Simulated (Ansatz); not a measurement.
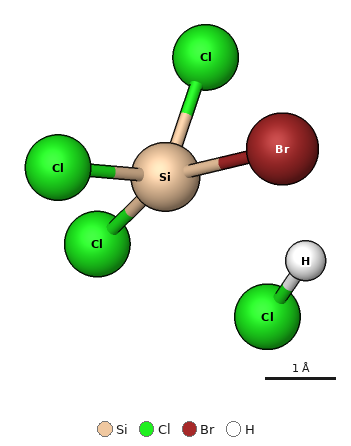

*The starting structure (ball-and-stick view, seen at a tilt).*

Bond lengths as drawn: Br–Si 2.53 Å, Cl–H 1.45 Å and Cl–Si 2.07 to 2.10 Å.

**Molecular dynamics, with input and output: SiHBrCl$_{4}$ (part 1 of 5)**

The run: molecular dynamics of SiHBrCl$_{4}$. Method and program: RKS PBE-D4/def2-SVP (Ansatz 0.2.0).

It belongs to a series of runs on one base structure; here: dynamics from the highest image of the converged band.

### What the program printed
```
Engine: ansatz 0.2.0, x86_64-unknown-linux-gnu
Functional definition: PBE
  parameter kappa = 0.804
  parameter beta = 0.06672455060314922
  exchange = pbe_x(kappa = kappa, mu = beta*pi^2/3)
  correlation = pbe_c(beta = beta)
1379 factors; their error is unknown
mean field evaluation 1: about -127972.2106 eV, gradient 2.0e1 eV
mean field evaluation 2: about -127970.3354 eV, gradient 3.3e1 eV
mean field evaluation 4: about -127973.2089 eV, gradient 1.2e0 eV
mean field evaluation 8: about -127973.2155 eV, gradient 4.6e-2 eV
mean field evaluation 16: about -127973.0872 eV, gradient 1.8e-5 eV
mean field -127973.08721109 eV, -4702.9242117336 hartree, gradient 1.8e-5 eV, S^2 0.000000; 0 other end points of the search recorded, 0 dependent functions left out
the calculation of the forces begins
reference -127973.08724141 eV, -4702.9242128476 hartree; 59, 59 occupied and 68, 68 virtual orbitals, 1379 factors
md step     0: t =     0.00 fs  T =   100.0 K  F+E_penalty+E_count = -127973.48582670 eV  E_kin = 0.064630 eV  conserved = -127973.42119670 eV  (28 SCF iters)
these checks for a lower state are left out or cut short: starts, cluster_reference, orbital_swaps, neighbouring_geometries, increment
1379 factors; their error is unknown
mean field -127973.08723423 eV, -4702.9242125841 hartree, gradient 1.1e-5 eV, S^2 0.000000; 0 other end points of the search recorded, 0 dependent functions left out
the calculation of the forces begins
reference -127973.08726455 eV, -4702.9242136980 hartree; 59, 59 occupied and 68, 68 virtual orbitals, 1379 factors
md step     1: t =     0.50 fs  T =    99.9 K  F+E_penalty+E_count = -127973.48577709 eV  E_kin = 0.064580 eV  conserved = -127973.42119666 eV  (22 SCF iters)
[... from here on the SCF iterations and repeated set-up lines of each step are left out, up to the last step ...]
md step     2: t =     1.00 fs  T =    99.7 K  F+E_penalty+E_count = -127973.48561860 eV  E_kin = 0.064422 eV  conserved = -127973.42119648 eV  (22 SCF iters)
md step     3: t =     1.50 fs  T =    99.3 K  F+E_penalty+E_count = -127973.48535447 eV  E_kin = 0.064158 eV  conserved = -127973.42119610 eV  (22 SCF iters)
md step     4: t =     2.00 fs  T =    98.7 K  F+E_penalty+E_count = -127973.48499065 eV  E_kin = 0.063795 eV  conserved = -127973.42119558 eV  (22 SCF iters)
md step     5: t =     2.50 fs  T =    98.0 K  F+E_penalty+E_count = -127973.48453537 eV  E_kin = 0.063340 eV  conserved = -127973.42119515 eV  (22 SCF iters)
md step     6: t =     3.00 fs  T =    97.2 K  F+E_penalty+E_count = -127973.48399811 eV  E_kin = 0.062804 eV  conserved = -127973.42119449 eV  (19 SCF iters)
md step     7: t =     3.50 fs  T =    96.2 K  F+E_penalty+E_count = -127973.48339016 eV  E_kin = 0.062196 eV  conserved = -127973.42119383 eV  (19 SCF iters)
md step     8: t =     4.00 fs  T =    95.2 K  F+E_penalty+E_count = -127973.48272334 eV  E_kin = 0.061530 eV  conserved = -127973.42119316 eV  (19 SCF iters)
md step     9: t =     4.50 fs  T =    94.1 K  F+E_penalty+E_count = -127973.48200958 eV  E_kin = 0.060817 eV  conserved = -127973.42119251 eV  (19 SCF iters)
md step    10: t =     5.00 fs  T =    92.9 K  F+E_penalty+E_count = -127973.48126044 eV  E_kin = 0.060069 eV  conserved = -127973.42119191 eV  (19 SCF iters)
md step    11: t =     5.50 fs  T =    91.7 K  F+E_penalty+E_count = -127973.48048674 eV  E_kin = 0.059295 eV  conserved = -127973.42119148 eV  (19 SCF iters)
md step    12: t =     6.00 fs  T =    90.5 K  F+E_penalty+E_count = -127973.47969778 eV  E_kin = 0.058507 eV  conserved = -127973.42119105 eV  (20 SCF iters)
md step    13: t =     6.50 fs  T =    89.3 K  F+E_penalty+E_count = -127973.47890170 eV  E_kin = 0.057711 eV  conserved = -127973.42119070 eV  (20 SCF iters)
md step    14: t =     7.00 fs  T =    88.1 K  F+E_penalty+E_count = -127973.47810513 eV  E_kin = 0.056914 eV  conserved = -127973.42119065 eV  (20 SCF iters)
md step    15: t =     7.50 fs  T =    86.8 K  F+E_penalty+E_count = -127973.47731251 eV  E_kin = 0.056122 eV  conserved = -127973.42119048 eV  (20 SCF iters)
md step    16: t =     8.00 fs  T =    85.6 K  F+E_penalty+E_count = -127973.47652739 eV  E_kin = 0.055337 eV  conserved = -127973.42119041 eV  (20 SCF iters)
md step    17: t =     8.50 fs  T =    84.4 K  F+E_penalty+E_count = -127973.47575172 eV  E_kin = 0.054561 eV  conserved = -127973.42119041 eV  (20 SCF iters)
md step    18: t =     9.00 fs  T =    83.2 K  F+E_penalty+E_count = -127973.47498635 eV  E_kin = 0.053796 eV  conserved = -127973.42119046 eV  (20 SCF iters)
md step    19: t =     9.50 fs  T =    82.1 K  F+E_penalty+E_count = -127973.47423133 eV  E_kin = 0.053041 eV  conserved = -127973.42119054 eV  (20 SCF iters)
md step    20: t =    10.00 fs  T =    80.9 K  F+E_penalty+E_count = -127973.47348616 eV  E_kin = 0.052296 eV  conserved = -127973.42119065 eV  (20 SCF iters)
md step    21: t =    10.50 fs  T =    79.8 K  F+E_penalty+E_count = -127973.47275008 eV  E_kin = 0.051559 eV  conserved = -127973.42119074 eV  (20 SCF iters)
md step    22: t =    11.00 fs  T =    78.7 K  F+E_penalty+E_count = -127973.47202236 eV  E_kin = 0.050832 eV  conserved = -127973.42119082 eV  (20 SCF iters)
md step    23: t =    11.50 fs  T =    77.5 K  F+E_penalty+E_count = -127973.47130248 eV  E_kin = 0.050112 eV  conserved = -127973.42119087 eV  (20 SCF iters)
md step    24: t =    12.00 fs  T =    76.4 K  F+E_penalty+E_count = -127973.47059032 eV  E_kin = 0.049399 eV  conserved = -127973.42119088 eV  (20 SCF iters)
md step    25: t =    12.50 fs  T =    75.3 K  F+E_penalty+E_count = -127973.46988624 eV  E_kin = 0.048695 eV  conserved = -127973.42119086 eV  (20 SCF iters)
md step    26: t =    13.00 fs  T =    74.3 K  F+E_penalty+E_count = -127973.46919115 eV  E_kin = 0.048000 eV  conserved = -127973.42119081 eV  (20 SCF iters)
md step    27: t =    13.50 fs  T =    73.2 K  F+E_penalty+E_count = -127973.46850650 eV  E_kin = 0.047316 eV  conserved = -127973.42119072 eV  (27 SCF iters)
md step    28: t =    14.00 fs  T =    72.2 K  F+E_penalty+E_count = -127973.46783410 eV  E_kin = 0.046644 eV  conserved = -127973.42119051 eV  (20 SCF iters)
md step    29: t =    14.50 fs  T =    71.2 K  F+E_penalty+E_count = -127973.46717645 eV  E_kin = 0.045986 eV  conserved = -127973.42119038 eV  (19 SCF iters)
md step    30: t =    15.00 fs  T =    70.2 K  F+E_penalty+E_count = -127973.46653599 eV  E_kin = 0.045346 eV  conserved = -127973.42119028 eV  (19 SCF iters)
md step    31: t =    15.50 fs  T =    69.2 K  F+E_penalty+E_count = -127973.46591533 eV  E_kin = 0.044725 eV  conserved = -127973.42119022 eV  (19 SCF iters)
md step    32: t =    16.00 fs  T =    68.3 K  F+E_penalty+E_count = -127973.46531679 eV  E_kin = 0.044127 eV  conserved = -127973.42119012 eV  (19 SCF iters)
md step    33: t =    16.50 fs  T =    67.4 K  F+E_penalty+E_count = -127973.46474257 eV  E_kin = 0.043553 eV  conserved = -127973.42119004 eV  (19 SCF iters)
md step    34: t =    17.00 fs  T =    66.5 K  F+E_penalty+E_count = -127973.46419425 eV  E_kin = 0.043004 eV  conserved = -127973.42119001 eV  (20 SCF iters)
md step    35: t =    17.50 fs  T =    65.7 K  F+E_penalty+E_count = -127973.46367270 eV  E_kin = 0.042483 eV  conserved = -127973.42119004 eV  (20 SCF iters)
md step    36: t =    18.00 fs  T =    65.0 K  F+E_penalty+E_count = -127973.46317792 eV  E_kin = 0.041988 eV  conserved = -127973.42119013 eV  (20 SCF iters)
md step    37: t =    18.50 fs  T =    64.2 K  F+E_penalty+E_count = -127973.46270884 eV  E_kin = 0.041519 eV  conserved = -127973.42119027 eV  (20 SCF iters)
md step    38: t =    19.00 fs  T =    63.6 K  F+E_penalty+E_count = -127973.46226339 eV  E_kin = 0.041073 eV  conserved = -127973.42119051 eV  (20 SCF iters)
md step    39: t =    19.50 fs  T =    62.9 K  F+E_penalty+E_count = -127973.46183828 eV  E_kin = 0.040647 eV  conserved = -127973.42119082 eV  (20 SCF iters)
md step    40: t =    20.00 fs  T =    62.3 K  F+E_penalty+E_count = -127973.46142923 eV  E_kin = 0.040238 eV  conserved = -127973.42119130 eV  (20 SCF iters)
md step    41: t =    20.50 fs  T =    61.6 K  F+E_penalty+E_count = -127973.46103067 eV  E_kin = 0.039839 eV  conserved = -127973.42119174 eV  (20 SCF iters)
md step    42: t =    21.00 fs  T =    61.0 K  F+E_penalty+E_count = -127973.46063646 eV  E_kin = 0.039444 eV  conserved = -127973.42119222 eV  (20 SCF iters)
md step    43: t =    21.50 fs  T =    60.4 K  F+E_penalty+E_count = -127973.46023978 eV  E_kin = 0.039047 eV  conserved = -127973.42119273 eV  (20 SCF iters)
md step    44: t =    22.00 fs  T =    59.8 K  F+E_penalty+E_count = -127973.45983351 eV  E_kin = 0.038640 eV  conserved = -127973.42119321 eV  (23 SCF iters)
md step    45: t =    22.50 fs  T =    59.1 K  F+E_penalty+E_count = -127973.45941057 eV  E_kin = 0.038217 eV  conserved = -127973.42119363 eV  (23 SCF iters)
md step    46: t =    23.00 fs  T =    58.4 K  F+E_penalty+E_count = -127973.45896433 eV  E_kin = 0.037770 eV  conserved = -127973.42119400 eV  (23 SCF iters)
md step    47: t =    23.50 fs  T =    57.7 K  F+E_penalty+E_count = -127973.45848897 eV  E_kin = 0.037295 eV  conserved = -127973.42119425 eV  (23 SCF iters)
md step    48: t =    24.00 fs  T =    56.9 K  F+E_penalty+E_count = -127973.45798002 eV  E_kin = 0.036786 eV  conserved = -127973.42119442 eV  (22 SCF iters)
md step    49: t =    24.50 fs  T =    56.1 K  F+E_penalty+E_count = -127973.45743448 eV  E_kin = 0.036240 eV  conserved = -127973.42119449 eV  (22 SCF iters)
md step    50: t =    25.00 fs  T =    55.2 K  F+E_penalty+E_count = -127973.45685122 eV  E_kin = 0.035657 eV  conserved = -127973.42119444 eV  (22 SCF iters)
md step    51: t =    25.50 fs  T =    54.2 K  F+E_penalty+E_count = -127973.45623108 eV  E_kin = 0.035037 eV  conserved = -127973.42119426 eV  (22 SCF iters)
md step    52: t =    26.00 fs  T =    53.2 K  F+E_penalty+E_count = -127973.45557679 eV  E_kin = 0.034383 eV  conserved = -127973.42119390 eV  (19 SCF iters)
md step    53: t =    26.50 fs  T =    52.1 K  F+E_penalty+E_count = -127973.45489329 eV  E_kin = 0.033700 eV  conserved = -127973.42119357 eV  (19 SCF iters)
md step    54: t =    27.00 fs  T =    51.0 K  F+E_penalty+E_count = -127973.45418675 eV  E_kin = 0.032994 eV  conserved = -127973.42119316 eV  (27 SCF iters)
md step    55: t =    27.50 fs  T =    49.9 K  F+E_penalty+E_count = -127973.45346462 eV  E_kin = 0.032272 eV  conserved = -127973.42119270 eV  (19 SCF iters)
md step    56: t =    28.00 fs  T =    48.8 K  F+E_penalty+E_count = -127973.45273499 eV  E_kin = 0.031543 eV  conserved = -127973.42119224 eV  (19 SCF iters)
md step    57: t =    28.50 fs  T =    47.7 K  F+E_penalty+E_count = -127973.45200600 eV  E_kin = 0.030814 eV  conserved = -127973.42119180 eV  (19 SCF iters)
md step    58: t =    29.00 fs  T =    46.6 K  F+E_penalty+E_count = -127973.45128520 eV  E_kin = 0.030094 eV  conserved = -127973.42119143 eV  (19 SCF iters)
md step    59: t =    29.50 fs  T =    45.5 K  F+E_penalty+E_count = -127973.45057910 eV  E_kin = 0.029388 eV  conserved = -127973.42119118 eV  (19 SCF iters)
md step    60: t =    30.00 fs  T =    44.4 K  F+E_penalty+E_count = -127973.44989258 eV  E_kin = 0.028702 eV  conserved = -127973.42119103 eV  (19 SCF iters)
md step    61: t =    30.50 fs  T =    43.4 K  F+E_penalty+E_count = -127973.44922871 eV  E_kin = 0.028038 eV  conserved = -127973.42119098 eV  (19 SCF iters)
md step    62: t =    31.00 fs  T =    42.4 K  F+E_penalty+E_count = -127973.44858868 eV  E_kin = 0.027398 eV  conserved = -127973.42119108 eV  (19 SCF iters)
md step    63: t =    31.50 fs  T =    41.4 K  F+E_penalty+E_count = -127973.44797171 eV  E_kin = 0.026780 eV  conserved = -127973.42119126 eV  (22 SCF iters)
md step    64: t =    32.00 fs  T =    40.5 K  F+E_penalty+E_count = -127973.44737542 eV  E_kin = 0.026184 eV  conserved = -127973.42119149 eV  (22 SCF iters)
md step    65: t =    32.50 fs  T =    39.6 K  F+E_penalty+E_count = -127973.44679620 eV  E_kin = 0.025604 eV  conserved = -127973.42119177 eV  (22 SCF iters)
md step    66: t =    33.00 fs  T =    38.7 K  F+E_penalty+E_count = -127973.44622968 eV  E_kin = 0.025038 eV  conserved = -127973.42119206 eV  (22 SCF iters)
md step    67: t =    33.50 fs  T =    37.9 K  F+E_penalty+E_count = -127973.44567126 eV  E_kin = 0.024479 eV  conserved = -127973.42119233 eV  (22 SCF iters)
md step    68: t =    34.00 fs  T =    37.0 K  F+E_penalty+E_count = -127973.44511670 eV  E_kin = 0.023924 eV  conserved = -127973.42119260 eV  (22 SCF iters)
md step    69: t =    34.50 fs  T =    36.2 K  F+E_penalty+E_count = -127973.44456236 eV  E_kin = 0.023370 eV  conserved = -127973.42119275 eV  (22 SCF iters)
md step    70: t =    35.00 fs  T =    35.3 K  F+E_penalty+E_count = -127973.44400583 eV  E_kin = 0.022813 eV  conserved = -127973.42119284 eV  (23 SCF iters)
md step    71: t =    35.50 fs  T =    34.4 K  F+E_penalty+E_count = -127973.44344592 eV  E_kin = 0.022253 eV  conserved = -127973.42119279 eV  (23 SCF iters)
md step    72: t =    36.00 fs  T =    33.6 K  F+E_penalty+E_count = -127973.44288298 eV  E_kin = 0.021690 eV  conserved = -127973.42119267 eV  (23 SCF iters)
md step    73: t =    36.50 fs  T =    32.7 K  F+E_penalty+E_count = -127973.44231863 eV  E_kin = 0.021126 eV  conserved = -127973.42119247 eV  (23 SCF iters)
md step    74: t =    37.00 fs  T =    31.8 K  F+E_penalty+E_count = -127973.44175577 eV  E_kin = 0.020564 eV  conserved = -127973.42119222 eV  (23 SCF iters)
md step    75: t =    37.50 fs  T =    31.0 K  F+E_penalty+E_count = -127973.44119822 eV  E_kin = 0.020006 eV  conserved = -127973.42119182 eV  (23 SCF iters)
md step    76: t =    38.00 fs  T =    30.1 K  F+E_penalty+E_count = -127973.44065080 eV  E_kin = 0.019459 eV  conserved = -127973.42119149 eV  (23 SCF iters)
md step    77: t =    38.50 fs  T =    29.3 K  F+E_penalty+E_count = -127973.44011844 eV  E_kin = 0.018927 eV  conserved = -127973.42119116 eV  (23 SCF iters)
md step    78: t =    39.00 fs  T =    28.5 K  F+E_penalty+E_count = -127973.43960641 eV  E_kin = 0.018415 eV  conserved = -127973.42119094 eV  (23 SCF iters)
md step    79: t =    39.50 fs  T =    27.7 K  F+E_penalty+E_count = -127973.43912013 eV  E_kin = 0.017929 eV  conserved = -127973.42119127 eV  (23 SCF iters)
md step    80: t =    40.00 fs  T =    27.0 K  F+E_penalty+E_count = -127973.43866300 eV  E_kin = 0.017472 eV  conserved = -127973.42119102 eV  (27 SCF iters)
md step    81: t =    40.50 fs  T =    26.4 K  F+E_penalty+E_count = -127973.43823955 eV  E_kin = 0.017049 eV  conserved = -127973.42119083 eV  (22 SCF iters)
md step    82: t =    41.00 fs  T =    25.8 K  F+E_penalty+E_count = -127973.43785288 eV  E_kin = 0.016662 eV  conserved = -127973.42119057 eV  (22 SCF iters)
md step    83: t =    41.50 fs  T =    25.2 K  F+E_penalty+E_count = -127973.43750561 eV  E_kin = 0.016315 eV  conserved = -127973.42119048 eV  (23 SCF iters)
md step    84: t =    42.00 fs  T =    24.8 K  F+E_penalty+E_count = -127973.43719921 eV  E_kin = 0.016009 eV  conserved = -127973.42119044 eV  (23 SCF iters)
md step    85: t =    42.50 fs  T =    24.4 K  F+E_penalty+E_count = -127973.43693448 eV  E_kin = 0.015744 eV  conserved = -127973.42119045 eV  (23 SCF iters)
md step    86: t =    43.00 fs  T =    24.0 K  F+E_penalty+E_count = -127973.43671156 eV  E_kin = 0.015521 eV  conserved = -127973.42119049 eV  (23 SCF iters)
md step    87: t =    43.50 fs  T =    23.7 K  F+E_penalty+E_count = -127973.43653000 eV  E_kin = 0.015339 eV  conserved = -127973.42119055 eV  (23 SCF iters)
md step    88: t =    44.00 fs  T =    23.5 K  F+E_penalty+E_count = -127973.43638892 eV  E_kin = 0.015198 eV  conserved = -127973.42119063 eV  (23 SCF iters)
md step    89: t =    44.50 fs  T =    23.4 K  F+E_penalty+E_count = -127973.43628713 eV  E_kin = 0.015096 eV  conserved = -127973.42119073 eV  (23 SCF iters)
md step    90: t =    45.00 fs  T =    23.3 K  F+E_penalty+E_count = -127973.43622332 eV  E_kin = 0.015032 eV  conserved = -127973.42119084 eV  (20 SCF iters)
md step    91: t =    45.50 fs  T =    23.2 K  F+E_penalty+E_count = -127973.43619614 eV  E_kin = 0.015005 eV  conserved = -127973.42119097 eV  (20 SCF iters)
md step    92: t =    46.00 fs  T =    23.2 K  F+E_penalty+E_count = -127973.43620428 eV  E_kin = 0.015013 eV  conserved = -127973.42119107 eV  (20 SCF iters)
md step    93: t =    46.50 fs  T =    23.3 K  F+E_penalty+E_count = -127973.43624657 eV  E_kin = 0.015056 eV  conserved = -127973.42119106 eV  (20 SCF iters)
md step    94: t =    47.00 fs  T =    23.4 K  F+E_penalty+E_count = -127973.43632232 eV  E_kin = 0.015131 eV  conserved = -127973.42119112 eV  (20 SCF iters)
md step    95: t =    47.50 fs  T =    23.6 K  F+E_penalty+E_count = -127973.43643082 eV  E_kin = 0.015240 eV  conserved = -127973.42119116 eV  (20 SCF iters)
md step    96: t =    48.00 fs  T =    23.8 K  F+E_penalty+E_count = -127973.43657166 eV  E_kin = 0.015381 eV  conserved = -127973.42119115 eV  (20 SCF iters)
md step    97: t =    48.50 fs  T =    24.1 K  F+E_penalty+E_count = -127973.43674479 eV  E_kin = 0.015554 eV  conserved = -127973.42119116 eV  (20 SCF iters)
md step    98: t =    49.00 fs  T =    24.4 K  F+E_penalty+E_count = -127973.43695021 eV  E_kin = 0.015759 eV  conserved = -127973.42119116 eV  (19 SCF iters)
md step    99: t =    49.50 fs  T =    24.8 K  F+E_penalty+E_count = -127973.43718806 eV  E_kin = 0.015997 eV  conserved = -127973.42119115 eV  (19 SCF iters)
md step   100: t =    50.00 fs  T =    25.2 K  F+E_penalty+E_count = -127973.43745851 eV  E_kin = 0.016267 eV  conserved = -127973.42119116 eV  (19 SCF iters)
md step   101: t =    50.50 fs  T =    25.6 K  F+E_penalty+E_count = -127973.43776165 eV  E_kin = 0.016570 eV  conserved = -127973.42119117 eV  (19 SCF iters)
md step   102: t =    51.00 fs  T =    26.2 K  F+E_penalty+E_count = -127973.43809741 eV  E_kin = 0.016906 eV  conserved = -127973.42119120 eV  (19 SCF iters)
md step   103: t =    51.50 fs  T =    26.7 K  F+E_penalty+E_count = -127973.43846543 eV  E_kin = 0.017274 eV  conserved = -127973.42119125 eV  (19 SCF iters)
md step   104: t =    52.00 fs  T =    27.3 K  F+E_penalty+E_count = -127973.43886502 eV  E_kin = 0.017674 eV  conserved = -127973.42119133 eV  (19 SCF iters)
md step   105: t =    52.50 fs  T =    28.0 K  F+E_penalty+E_count = -127973.43929519 eV  E_kin = 0.018104 eV  conserved = -127973.42119158 eV  (19 SCF iters)
md step   106: t =    53.00 fs  T =    28.7 K  F+E_penalty+E_count = -127973.43975402 eV  E_kin = 0.018562 eV  conserved = -127973.42119172 eV  (19 SCF iters)
md step   107: t =    53.50 fs  T =    29.5 K  F+E_penalty+E_count = -127973.44023954 eV  E_kin = 0.019048 eV  conserved = -127973.42119194 eV  (27 SCF iters)
md step   108: t =    54.00 fs  T =    30.3 K  F+E_penalty+E_count = -127973.44074894 eV  E_kin = 0.019557 eV  conserved = -127973.42119216 eV  (19 SCF iters)
md step   109: t =    54.50 fs  T =    31.1 K  F+E_penalty+E_count = -127973.44127897 eV  E_kin = 0.020087 eV  conserved = -127973.42119242 eV  (19 SCF iters)
md step   110: t =    55.00 fs  T =    31.9 K  F+E_penalty+E_count = -127973.44182580 eV  E_kin = 0.020633 eV  conserved = -127973.42119269 eV  (19 SCF iters)
md step   111: t =    55.50 fs  T =    32.8 K  F+E_penalty+E_count = -127973.44238518 eV  E_kin = 0.021192 eV  conserved = -127973.42119301 eV  (19 SCF iters)
md step   112: t =    56.00 fs  T =    33.7 K  F+E_penalty+E_count = -127973.44295236 eV  E_kin = 0.021759 eV  conserved = -127973.42119334 eV  (19 SCF iters)
md step   113: t =    56.50 fs  T =    34.5 K  F+E_penalty+E_count = -127973.44352239 eV  E_kin = 0.022329 eV  conserved = -127973.42119370 eV  (20 SCF iters)
md step   114: t =    57.00 fs  T =    35.4 K  F+E_penalty+E_count = -127973.44409010 eV  E_kin = 0.022896 eV  conserved = -127973.42119407 eV  (20 SCF iters)
md step   115: t =    57.50 fs  T =    36.3 K  F+E_penalty+E_count = -127973.44465031 eV  E_kin = 0.023456 eV  conserved = -127973.42119443 eV  (20 SCF iters)
md step   116: t =    58.00 fs  T =    37.1 K  F+E_penalty+E_count = -127973.44519801 eV  E_kin = 0.024003 eV  conserved = -127973.42119478 eV  (20 SCF iters)
md step   117: t =    58.50 fs  T =    38.0 K  F+E_penalty+E_count = -127973.44572846 eV  E_kin = 0.024533 eV  conserved = -127973.42119503 eV  (20 SCF iters)
md step   118: t =    59.00 fs  T =    38.7 K  F+E_penalty+E_count = -127973.44623767 eV  E_kin = 0.025042 eV  conserved = -127973.42119528 eV  (22 SCF iters)
md step   119: t =    59.50 fs  T =    39.5 K  F+E_penalty+E_count = -127973.44672216 eV  E_kin = 0.025527 eV  conserved = -127973.42119545 eV  (22 SCF iters)
md step   120: t =    60.00 fs  T =    40.2 K  F+E_penalty+E_count = -127973.44717941 eV  E_kin = 0.025984 eV  conserved = -127973.42119554 eV  (22 SCF iters)
```
